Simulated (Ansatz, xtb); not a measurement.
Pulling on the Si3–H4 bond in GeH4Si (SMILES [SiH3][GeH]) (multiplicity 1 held, fragments rigid). Energies count from the point at 1.489 Å.
Geometry at that point (charge 0, multiplicity 1):
```xyz
6

Ge     0.027     0.679     0.550
H     -0.444     1.553    -0.704
Si    -0.021    -1.296    -0.934
H      0.908    -1.088    -2.078
H     -1.392    -1.477    -1.485
H      0.366    -2.562    -0.261
```

Restricted levels (R-, RO-) in cc, def2 and unpolarised 6-31G sets keep to the state of the molecule at rest. Active spaces are followed from a long bond inwards. Curves can end on different states.

Frozen-core correlation. Filled d and f shells under p-block atoms count as core.

Run with Ansatz (Gaussian basis) for Hartree–Fock, density functionals and correlated methods; xtb for the GFN methods. Values without a source in brackets are computed. The GFN methods have no spin term and hold the electronic entropy of 300 K.

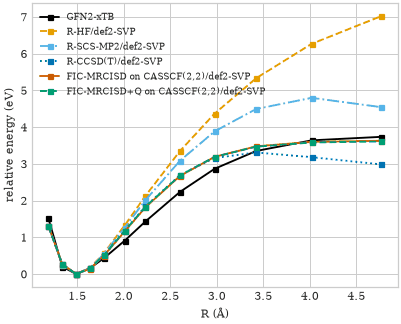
Figure: Relative energy along the coordinate

Read off the GFN2-xTB curve at R = 2.605.

about 2.2 eV

Doubts at one or more of the structures used: a restricted determinant that unrestricted orbitals would lower (R-HF/def2-SVP, R-SCS-MP2/def2-SVP, R-CCSD(T)/def2-SVP); other coupled-cluster roots lie near (R-CCSD(T)/def2-SVP); T1 above 0.05 (R-CCSD(T)/def2-SVP).

Ansatz is a program for electronic structure.
